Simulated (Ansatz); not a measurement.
# AsH (triplet): inputs that go wrong at distance As1–H2 = 1.223 Å

4 inputs are run for AsH (triplet) as typed; the log has to tell whether the result can be used and what must change.

Program: Ansatz 0.2.0, Gaussian basis. Level of theory: the settings change from run to run. These are calculated values, not measurements.

14 further runs of the same task are left out: 1 for a known fault of the program, 9 that didn't finish, 4 set aside as unsound or not needed.

**1. What is computed**

The geometry derives from a PBE0/def2-TZVP stationary point (not a proven minimum). One bond is set to the value named and the two fragments are kept rigid. No spin-orbit coupling is included. The filled d shell of As may be among the frozen orbitals whatever the setting's name suggests; the logs give the count.

2 atoms, charge 0, spin multiplicity 3.

Atoms are counted from 1 here; the program's logs count them from 0.

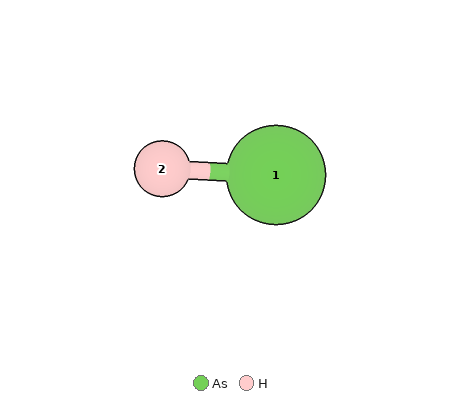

The structure; arsenic green, hydrogen pink; atoms are numbered from 1 in the order of the file.

**2. Try 1**

in.yaml reads:

```yaml
crystal:
  periodic: [false, false, false]
  atoms:
    - {symbol: As, position_ang: [0.000000, 0.000000, 0.000000]}
    - {symbol: H, position_ang: [0.000000, 0.000000, 1.223000]}
basis:
  gaussian: {orbitals: def2-SVPD}
magnetization: {spin_polarized: false, initial_magnetization: 2}
correlation: {method: sc_nevpt2, electrons: outside_noble_gas, active_space: {window: {electrons: 4, orbitals: 4}, places: [1, 2]}}
```

Launch:

```console
> ansatz run in.yaml --threads 1 --pin off --events-out ev --progress --plain --max-ram 2393MiB
```

Log:

```text
Error: invalid value for `correlation.active_space`: name one of window, places and ras
```

Wall time 0.03 s (1 thread of Intel Xeon 6975P-C, shared host).

Diagnosis: The run was refused. The active space is defined twice. To mend it, keep one definition.

**3. Try 2**

in.yaml reads:

```yaml
crystal:
  periodic: [false, false, false]
  atoms:
    - {symbol: As, position_ang: [0.000000, 0.000000, 0.000000]}
    - {symbol: H, position_ang: [0.000000, 0.000000, 1.223000]}
basis:
  gaussian: {orbitals: def2-SVP}
magnetization: {spin_polarized: false, initial_magnetization: 2}
correlation: {active_space: {ras: {orbitals: [7, 2, 19], electrons: 17, max_holes: 2, max_particles: 2}, fixed_orbitals: true}}
scf: {lower_state_search: light}
```

Launched as before.

Log:

```text
Functional definition: HF
  name "HF"
  cite "Fock, Z. Phys. 61, 126 (1930) doi:10.1007/BF01340294"
  parent pbe
  exchange = exact_x
  correlation = 0
371 factors; integrals over basis functions are off by at most 1.0e-3 eV
mean field evaluation 1: about -60801.6896 eV, gradient 6.7e0 eV
mean field evaluation 2: about -60801.6900 eV, gradient 6.7e0 eV
mean field evaluation 4: about -60801.9276 eV, gradient 1.0e0 eV
mean field evaluation 8: about -60801.9304 eV, gradient 7.6e-7 eV
mean field -60801.93036033 eV, -2234.4297277136 hartree, gradient 3.1e-6 eV, S^2 2.000000; 0 other end points of the search recorded, 0 dependent functions left out
reference -60801.93036033 eV, -2234.4297277136 hartree; 18, 16 occupied and 19, 21 virtual orbitals, 371 factors
Error: 17 electrons in 28 orbitals form no window around the highest filled level of the reference
```

Run time: 0.15 s. Hardware: 1 thread of Intel Xeon 6975P-C, shared host.

**Diagnosis.** The run stopped with an error. The electron count of the restricted space is wrong. Cure: count the correlated electrons again.

**4. Try 3**

in.yaml reads:

```yaml
crystal:
  periodic: [false, false, false]
  atoms:
    - {symbol: As, position_ang: [0.000000, 0.000000, 0.000000]}
    - {symbol: H, position_ang: [0.000000, 0.000000, 1.223000]}
basis:
  gaussian: {orbitals: "6-31G*"}
magnetization: {spin_polarized: false, initial_magnetization: 6}
correlation: {method: mp2, electrons: valence}
accuracy: high
```

The command is unchanged.

Log:

```text
Functional definition: HF
  name "HF"
  cite "Fock, Z. Phys. 61, 126 (1930) doi:10.1007/BF01340294"
  parent pbe
  exchange = exact_x
  correlation = 0
544 factors; integrals over basis functions are off by at most 3.9e-9 eV
mean field evaluation 1: about -60774.1275 eV, gradient 1.9e1 eV
mean field evaluation 2: about -60774.7840 eV, gradient 1.8e1 eV
mean field evaluation 4: about -60777.6083 eV, gradient 1.6e0 eV
mean field evaluation 8: about -60777.7091 eV, gradient 2.5e-1 eV
mean field evaluation 16: about -60777.7109 eV, gradient 1.1e-8 eV
mean field -60777.71092105 eV, -2233.5396797366 hartree, gradient 5.1e-8 eV, S^2 12.000000; 0 other end points of the search recorded, 0 dependent functions left out
9 core orbitals not correlated: weight in the atoms' cores, before any rotation towards them, 1.000 or more for the frozen orbitals, at most 0.000 for the correlated occupied ones
reference -60777.71092105 eV, -2233.5396797366 hartree; 11, 5 occupied and 17, 23 virtual orbitals, 544 factors
second order -4.79561213 eV of doubles, -0.03660393 eV of singles
Total energy: -60782.54313712 eV, -2233.7172604015 hartree
```

Wall time 0.48 s (1 thread of Intel Xeon 6975P-C, shared host).

Diagnosis: The run converged, which proves nothing about the input. Far too many unpaired electrons are asked for. Its energy belongs to the state of multiplicity 7, not to the triplet that was meant. To mend it, set initial_magnetization to that of the wanted state.

**5. Try 4**

in.yaml reads:

```yaml
crystal:
  periodic: [false, false, false]
  atoms:
    - {symbol: As, position_ang: [0.000000, 0.000000, 0.000000]}
    - {symbol: H, position_ang: [0.000000, 0.000000, 1.223000]}
basis:
  gaussian: {orbitals: def2-TZVP}
magnetization: {spin_polarized: false, initial_magnetization: 6}
hamiltonian: {xc: {name: B3LYP}}
correlation: {method: bccd, electrons: outside_noble_gas}
```

Launched as before.

Log:

```text
Functional definition: B3LYP
  name "B3LYP"
  cite "Stephens, Devlin, Chabalowski & Frisch, J. Phys. Chem. 98, 11623 (1994) doi:10.1021/j100096a001"
  cite "Becke, Phys. Rev. A 38, 3098 (1988) doi:10.1103/PhysRevA.38.3098"
  cite "Lee, Yang & Parr, Phys. Rev. B 37, 785 (1988) doi:10.1103/PhysRevB.37.785"
  cite "Vosko, Wilk & Nusair, Can. J. Phys. 58, 1200 (1980) doi:10.1139/p80-159"
  parameter a0 = 0.2
  parameter ax = 0.72
  parameter ac = 0.81
  exchange = (1 - a0 - ax)*slater_x + ax*b88_x + a0*exact_x
  correlation = (1 - ac)*vwn_rpa_c + ac*lyp_c
372 factors; integrals over basis functions are off by at most 6.4e-4 eV
mean field evaluation 1: about -60828.0246 eV, gradient 1.9e1 eV
mean field evaluation 2: about -60828.1375 eV, gradient 1.9e1 eV
mean field evaluation 4: about -60829.1380 eV, gradient 1.4e0 eV
mean field evaluation 8: about -60829.1516 eV, gradient 8.7e-3 eV
mean field evaluation 16: about -60829.1516 eV, gradient 5.4e-6 eV
a density is far from that of the atoms, so the factors are made again for it
391 factors; integrals over basis functions are off by at most 1.4e-3 eV
mean field evaluation 32: about -60829.1385 eV, gradient 1.4e0 eV
mean field -60829.15163711 eV, -2235.4300911838 hartree, gradient 9.8e-7 eV, S^2 12.000000; 3 other end points of the search recorded, 0 dependent functions left out
14 core orbitals not correlated: weight in the atoms' cores, before any rotation towards them, 0.999 or more for the frozen orbitals, at most 0.001 for the correlated occupied ones
reference -60786.02237453 eV, -2233.8451200183 hartree; 6, 0 occupied and 34, 40 virtual orbitals, 391 factors
second order -0.85272418 eV of doubles, -0.08493675 eV of singles
cycle   1  -1.11042071 eV  change   -1.7e-1 eV  update   2.9e-2
cycle   2  -1.16260869 eV  change   -5.2e-2 eV  update   8.2e-3
cycle   3  -1.16382063 eV  change   -1.2e-3 eV  update   1.5e-3
cycle   4  -1.16388314 eV  change   -6.3e-5 eV  update   3.5e-4
cycle   5  -1.16389534 eV  change   -1.2e-5 eV  update   1.1e-4
cycle   6  -1.16392443 eV  change   -2.9e-5 eV  update   3.2e-5
cycle   7  -1.16392348 eV  change    9.4e-7 eV  update   9.0e-6
cycle   8  -1.16392293 eV  change    5.6e-7 eV  update   2.0e-6
Total energy: -60787.18629746 eV, -2233.8878933969 hartree
```

It took 1.9 s on 1 thread of Intel Xeon 6975P-C, shared host.

Diagnosis: The run converged, which proves nothing about the input. Far too many unpaired electrons are asked for. Its energy belongs to the state of multiplicity 7, not to the triplet that was meant. Cure: set initial_magnetization to that of the wanted state.

**6. Summary**

```tsv
try	level	ended	cause	time
1	NEVPT2(4,4)/def2-SVPD	refused	the active space is defined twice	0.03 s
2	CISD/def2-SVP	stopped by an error	the electron count of the restricted space is wrong	0.15 s
3	MP2 on ROHF/6-31G*	converged	far too many unpaired electrons are asked for	0.48 s
4	BCCD/def2-TZVP	converged	far too many unpaired electrons are asked for	1.9 s
```

1 refused, 1 stopped by an error, 2 converged. The input that converges on a wrong geometry or spin is the dangerous one: no error points at it, so geometry and ⟨S²⟩ have to be checked.
